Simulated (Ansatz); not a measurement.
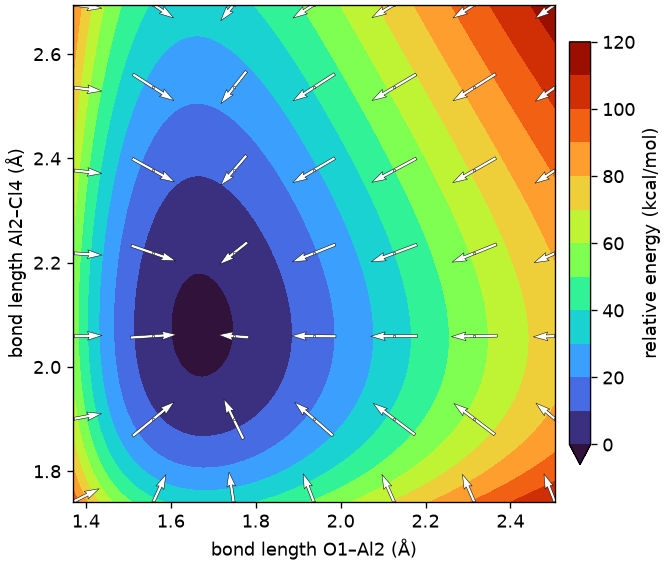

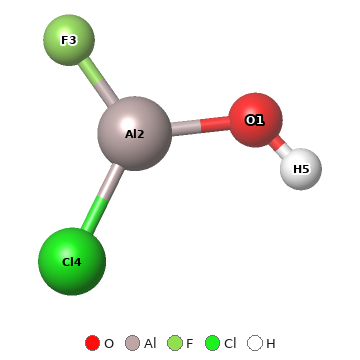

Energy landscape of AlClFHO, SMILES [OH][Al]([F])[Cl]. The first coordinate is: bond length O1–Al2; the second: bond length Al2–Cl4. Nothing is relaxed (all other coordinates rigid). Grid: 7 × 7 points. Energies: kcal/mol, counted from the lowest grid point. The reference is spin-restricted, which grows unreliable where a bond is stretched far. Computed with Ansatz 0.2.0, RKS CAM-B3LYP-D4/def2-TZVP.

In the figure: filled contours, dots at the grid points, arrows along the force (downhill), their lengths compressed. Between grid points the surface is interpolated. The second picture is the structure at the lowest point.

> Where are the wells?

The lowest grid point is at bond length O1–Al2 = 1.748 Å, bond length Al2–Cl4 = 2.059 Å. The bottom of the well lies between grid points, at about bond length O1–Al2 = 1.666 Å, bond length Al2–Cl4 = 2.072 Å, about 2.1 kcal/mol lower on the interpolated surface. No other kind of well shows on this grid. The highest grid point, bond length O1–Al2 = 2.505 Å, bond length Al2–Cl4 = 2.695 Å, lies 116 kcal/mol above the lowest. Round the minimum the two coordinates are nearly uncoupled.

The values on the grid:

```csv
"bond length Al2–Cl4 ↓, bond length O1–Al2 →",1.369,1.559,1.748,1.937,2.126,2.315,2.505
2.695,90,39,37,53,75,96,116
2.536,79,27,25,41,62,83,103
2.377,68,16,13,29,50,71,91
2.218,59,7,4,19,40,61,81
2.059,57,4,0,15,35,56,76
1.900,66,12,8,22,42,63,82
1.741,97,42,37,51,71,91,110
```

Each point was launched as `ansatz run input.yaml --threads 1 --pin off --max-ram 2560MiB --backend cpu --events-out ev --progress --plain --runs-dir out`. The whole map (49 points run) took 7.9 min on 1 thread of AMD EPYC 7R43 64-Core Processor (Zen 3), on a shared host.
